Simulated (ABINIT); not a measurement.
**A GW chain in ABINIT: CdS (Greenockite)**

Wanted: ground state, empty states, screening and self-energy for CdS (Greenockite).

Program: ABINIT 10.8.3. Level of theory: PBE and many-body steps on it, plane waves. Results are calculated unless marked as measured.

**What was measured.**

- Gap 2.44 eV: direct optical gap from Tauc plot of (alpha h nu)^2; UV-Vis diffuse reflectance, Tauc plot; powder (hydrothermally grown snowflake-like CdS powder, without cocatalyst) (“Electric double layer-mediated polarization field for optimizing photogenerated carrier dynamics and thermodynamics”, 2023, pmc:10275871).

- Gap 2.5963 ± 0.0002 eV: B gap, Gamma7c-Gamma7v, natural isotopic composition; exciton reflectance; bulk crystal (natural CdS) (quoted in “Isotope dependence of band-gap energy”, 2008, arxiv:0807.2152).

- Gap 2.5809 ± 0.0002 eV: A gap, Gamma7c-Gamma9v, natural isotopic composition; exciton reflectance; bulk crystal (natural CdS) (quoted in “Isotope dependence of band-gap energy”, 2008, arxiv:0807.2152).

### 1. The starting structure

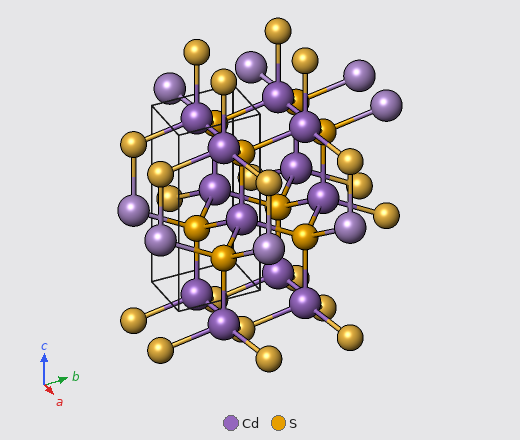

The starting structure, seen slightly off an axis (cadmium purple, sulfur orange). 2×2×1 cells are drawn. Some periodic images of atoms are drawn too.

The cell and positions come from the Crystallography Open Database and are kept as given unless a step says otherwise.

### 2. Ground state

This step: ABINIT 10.8.3; DFT, PBE, plane waves, norm-conserving pseudopotentials.

The ground-state density comes first.

run.abi reads:

```
acell 3*1.0 Angstrom
rprim 
  4.137000000025 -0.000000000006 0.000000000000
  -2.068500000008 3.582747095481 0.000000000000
  0.000000000000 0.000000000000 6.714400000000
ntypat 2
znucl 48 16
natom 4
typat 1 1 2 2
xred 
  0.666666666667 0.333333333333 0.000000000000
  0.333333333333 0.666666666667 0.500000000000
  0.666666666667 0.333333333333 0.375000000000
  0.333333333333 0.666666666667 0.875000000000
pp_dirpath "pseudos"
pseudos "Cd.upf, S.upf"
ecut 47
ngkpt 3 3 4
nshiftk 1
shiftk 0 0 0
kptopt 1
chksymbreak 0
nband 32
occopt 1
tolvrs 1e-08
nstep 60
prtwf 0
optforces 0
optstress 0
indata_prefix "in"
outdata_prefix "out"
tmpdata_prefix "tmp"
```

On the command line:

```sh
OMP_NUM_THREADS=1 mpirun -n 4 abinit run.abi > log
```

Numbers of over 12 decimals in the logs are rounded to 6 here.

The log of the run:

```text
.Version 10.8.3 of ABINIT. v10.8.2 released Aug 2026.

 Symmetries : space group P6_3 m c (#186); Bravais hP (primitive hexag.)
================================================================================
 Values of the parameters that define the memory need of the present run
     intxc =       0    ionmov =       0      iscf =       7    lmnmax =       6
     lnmax =       6     mgfft =      80  mpssoang =       3    mqgrid =    3916
     natom =       4  nloc_mem =       1    nspden =       1   nspinor =       1
    nsppol =       1      nsym =      12    n1xccc =    2501    ntypat =       2
    occopt =       1   xclevel =       2
-    mband =          32        mffmem =           1         mkmem =           3
       mpw =       10374          nfft =      200000          nkpt =           9
================================================================================
  Rough estimation (10% accuracy) of disk space for files :
================================================================================

--------------------------------------------------------------------------------
------------- Echo of variables that govern the present computation ------------
--------------------------------------------------------------------------------
 -outvars: echo values of preprocessed input variables --------
            acell      1.8897261259E+00  1.8897261259E+00  1.8897261259E+00 Bohr

      chksymbreak           0
             ecut      4.70000000E+01 Hartree
-          fftalg         312

              ixc     -101130
              kpt      0.00000000E+00  0.00000000E+00  0.00000000E+00
                       3.33333333E-01  0.00000000E+00  0.00000000E+00
                       3.33333333E-01  3.33333333E-01  0.00000000E+00
                       0.00000000E+00  0.00000000E+00  2.50000000E-01
                       3.33333333E-01  0.00000000E+00  2.50000000E-01
                       3.33333333E-01  3.33333333E-01  2.50000000E-01
                       0.00000000E+00  0.00000000E+00  5.00000000E-01
                       3.33333333E-01  0.00000000E+00  5.00000000E-01
                       3.33333333E-01  3.33333333E-01  5.00000000E-01
         kptrlatt        3    0    0      0    3    0      0    0    4
          kptrlen      2.34533909E+01
P           mkmem           3
            natom           4
            nband          32
            ngfft          50      50      80
             nkpt           9
            nstep          60
             nsym          12
           ntypat           2
              occ      2.000000  2.000000  2.000000  2.000000  2.000000  2.000000
                       2.000000  2.000000  2.000000  2.000000  2.000000  2.000000
                       2.000000  2.000000  2.000000  2.000000  2.000000  2.000000
                       2.000000  2.000000  2.000000  2.000000  2.000000  2.000000
                       2.000000  2.000000  0.000000  0.000000  0.000000  0.000000
                       0.000000  0.000000
        optforces           0
        optstress           0
            prtwf           0
            rprim      4.1370000000E+00 -6.0000000000E-12  0.0000000000E+00
                      -2.0685000000E+00  3.5827470955E+00  0.0000000000E+00
                       0.0000000000E+00  0.0000000000E+00  6.7144000000E+00
          spgroup         186

           tolvrs      1.00000000E-08

             xred      6.6666666667E-01  3.3333333333E-01  0.0000000000E+00
[...]
znucl       48.00000   16.00000

================================================================================

 chkinp: Checking input parameters for consistency.

================================================================================
== DATASET  1 ==================================================================
-   mpi_nproc: 4, omp_nthreads: 1 (-1 if OMP is not activated)

--- !DatasetInfo
iteration_state: {dtset: 1, }
dimensions: {natom: 4, nkpt: 9, mband: 32, nsppol: 1, nspinor: 1, nspden: 1, mpw: 10374, }
cutoff_energies: {ecut:  47.0, pawecutdg:  -1.0, }
electrons: {nelect:   5.20000000E+01, charge:   0.00000000E+00, occopt:   1.00000000E+00, tsmear:   1.00000000E-02, }

 Real(R)+Recip(G) space primitive vectors, cartesian coordinates (Bohr,Bohr^-1):
 R(1)=  7.8177970  0.0000000  0.0000000  G(1)=  0.1279133  0.0738508  0.0000000
 R(2)= -3.9088985  6.7704108  0.0000000  G(2)=  0.0000000  0.1477015  0.0000000
 R(3)=  0.0000000  0.0000000 12.6883771  G(3)=  0.0000000  0.0000000  0.0788123
 Unit cell volume ucvol=  6.7159196E+02 bohr^3
 Angles (23,13,12)=  9.00000000E+01  9.00000000E+01  1.20000000E+02 degrees

 getcut: wavevector=  0.0000  0.0000  0.0000  ngfft=  50  50  80
         ecut(hartree)=     47.000   => boxcut(ratio)=   2.04301

--- Pseudopotential description ------------------------------------------------
- Cd Generated using ONCVPSP code by D. R. Hamann
- 48.00000  20.00000  171031                  znucl, zion, pspdat
12 -101130 2 -1 1368                          pspcod,pspxc,lmax,lloc,mmax
     nproj     2     2     2
  pspatm : epsatm=   23.16453630
         --- l  ekb(1:nproj) -->
[...]
pspatm: atomic psp has been read  and splines computed

- S Generated using ONCVPSP code by D. R. Hamann
- 16.00000   6.00000  171031                  znucl, zion, pspdat
12 -101130 2 -1 1146                          pspcod,pspxc,lmax,lloc,mmax
     nproj     2     2     2
  pspatm : epsatm=    9.01821529
         --- l  ekb(1:nproj) -->
[...]
pspatm: atomic psp has been read  and splines computed

   3.34700617E+03                                ecore*ucvol(ha*bohr**3)
--------------------------------------------------------------------------------

_setup2: Arith. and geom. avg. npw (full set) are   10335.861   10335.834

================================================================================

--- !BeginCycle
iteration_state: {dtset: 1, }
solver: {iscf: 7, nstep: 60, nline: 4, wfoptalg: 0, }
tolerances: {tolvrs: 1.00E-08, }

     iter   Etot(hartree)      deltaE(h)  residm     vres2
 ETOT  1  -367.19799258597    -3.672E+02 1.953E+00 1.409E+04
 ETOT  2  -369.80851661036    -2.611E+00 6.762E-02 2.293E+04
 ETOT  3  -372.46323085201    -2.655E+00 1.941E-02 3.045E+03
 ETOT  4  -372.70050882150    -2.373E-01 3.199E-02 1.102E+03
 ETOT  5  -372.81012524264    -1.096E-01 4.070E-02 1.635E+02
 ETOT  6  -372.82991111300    -1.979E-02 6.591E-03 4.015E-01
 ETOT  7  -372.82960327128     3.078E-04 1.171E-03 3.381E+00
 ETOT  8  -372.83003215256    -4.289E-04 1.643E-03 4.482E-02
 ETOT  9  -372.83003457667    -2.424E-06 4.348E-04 2.807E-02
 ETOT 10  -372.83003832963    -3.753E-06 3.601E-04 3.297E-05
 ETOT 11  -372.83003833812    -8.499E-09 1.437E-04 5.941E-07
 ETOT 12  -372.83003833824    -1.200E-10 9.242E-05 4.755E-08
 ETOT 13  -372.83003833824     4.377E-12 5.838E-05 3.506E-09

 At SCF step   13       vres2   =  3.51E-09 < tolvrs=  1.00E-08 =>converged.

--- !ResultsGS
iteration_state: {dtset: 1, }
comment   : Summary of ground state results
lattice_vectors:
- [  7.8177970,  -0.0000000,   0.0000000, ]
- [ -3.9088985,   6.7704108,   0.0000000, ]
- [  0.0000000,   0.0000000,  12.6883771, ]
lattice_lengths: [   7.81780,    7.81780,   12.68838, ]
lattice_angles: [ 90.000,  90.000, 120.000, ] # degrees, (23, 13, 12)
lattice_volume:   6.7159196E+02
convergence: {deltae:  4.377E-12, res2:  3.506E-09, residm:  5.838E-05, diffor:  0.000E+00, }
etotal    :  -3.72830038E+02
entropy   :   0.00000000E+00
fermie    :   1.60565230E-01
cartesian_stress_tensor: null
pressure_GPa: null
xred      :
- [  6.6667E-01,   3.3333E-01,   0.0000E+00, Cd]
- [  3.3333E-01,   6.6667E-01,   5.0000E-01, Cd]
- [  6.6667E-01,   3.3333E-01,   3.7500E-01,  S]
- [  3.3333E-01,   6.6667E-01,   8.7500E-01,  S]
cartesian_forces: null
force_length_stats: {min: null, max: null, mean: null, }

 Integrated electronic density in atomic spheres:
 ------------------------------------------------
 Atom  Sphere_radius  Integrated_density
[...]
4        2.00000          3.92166339
================================================================================

 ----iterations are completed or convergence reached----

 Mean square residual over all n,k,spin=   63.677E-08; max=  58.384E-06
 reduced coordinates (array xred) for    4 atoms
       0.666666666667      0.333333333333      0.000000000000
       0.333333333333      0.666666666667      0.500000000000
       0.666666666667      0.333333333333      0.375000000000
       0.333333333333      0.666666666667      0.875000000000
 rms dE/dt=  0.0000E+00; max dE/dt=  0.0000E+00; dE/dt below (all hartree)
    1       0.000000000000      0.000000000000      0.000000000000
    2       0.000000000000      0.000000000000      0.000000000000
    3       0.000000000000      0.000000000000      0.000000000000
    4       0.000000000000      0.000000000000      0.000000000000

 cartesian coordinates (angstrom) at end:
    1      2.068500     1.194249     0.000000
    2      3e-12     2.388498     3.357200
    3      2.068500     1.194249     2.517900
    4      3e-12     2.388498     5.875100
 length scales=  1.889726125908  1.889726125908  1.889726125908 bohr
              =  1.000000000000  1.000000000000  1.000000000000 angstroms
 prteigrs : about to open file out_EIG
 Fermi (or HOMO) energy (hartree) =   0.16057   Average Vxc (hartree)=  -0.34259
 Eigenvalues (hartree) for nkpt=   9  k points:
 kpt#   1, nband= 32, wtk=  0.02778, kpt=  0.0000  0.0000  0.0000 (reduced coord)
  -3.56532   -3.56532   -2.13456   -2.13454   -2.13443   -2.13443   -2.13443   -2.13443
  -0.29322   -0.27715   -0.12388   -0.12293   -0.12293   -0.11972   -0.11972   -0.10812
  -0.10812   -0.10475   -0.10475   -0.09209   -0.00119    0.13221    0.13221    0.15866
   0.16057    0.16057    0.20460    0.26256    0.39705    0.39705    0.40922    0.43793
 prteigrs : prtvol=0 or 1, do not print more k-points.

--- !EnergyTerms
iteration_state     : {dtset: 1, }
comment             : Components of total free energy in Hartree
kinetic             :  1.30825456377855E+02
hartree             :  1.30688402895007E+02
xc                  : -5.48549440984619E+01
Ewald energy        : -1.98435159911346E+02
psp_core            :  4.98369007657193E+00
local_psp           : -3.97528008349814E+02
non_local_psp       :  1.14905246719468E+01
total_energy        : -3.72830038338240E+02
total_energy_eV     : -1.01452221773257E+04
band_energy         : -4.21538920729171E+01

== END DATASET(S) ==============================================================
================================================================================

 -outvars: echo values of variables after computation  --------
           etotal     -3.7283003834E+02
            nband          32
             nkpt           9
          spgroup         186
 [... the other variables as echoed above ...]

 Calculation completed.
```

Elapsed: 54 s, on 4 MPI ranks of Arm Neoverse V1, shared host; peak memory 0.52 GiB; 3.6 min of CPU time.

Numbers from this step:

```
total energy               : -10145.2222 eV
gap                        : 1.198 eV
k of the valence top       : 0, 0, 0
k of the conduction bottom : 0, 0, 0
least direct gap           : 1.198 eV
```

The gap is direct, at Γ.

(Part 1 of 3 ends here.)

[Paths, hosts, dates, memory and timing lines, banners, echoed tables and standing remarks are left out of the program output.]

[Logs are printed without paths, hosts, clocks, repeated set-up lines and the standing remarks that a program may print on its own settings, such as how far it seeks lower states.]

[Runs of the session that timed out or met a known fault of the program may be left out.]

[Hosts, paths, dates, database ids (printed as entryN), source tags and the programs' standing remarks are cut or masked in the printed files.]

[G0W0 gaps are taken among the corrected bands and points alone; a level outside them can change the order at an edge.]

[Where Ansatz stands beside ABINIT at settings called matched, ABINIT's density can come from a denser mesh and the files from another edition; pairs whose starting gaps differed by over 0.03 eV were left out, so agreement reads better than it is.]
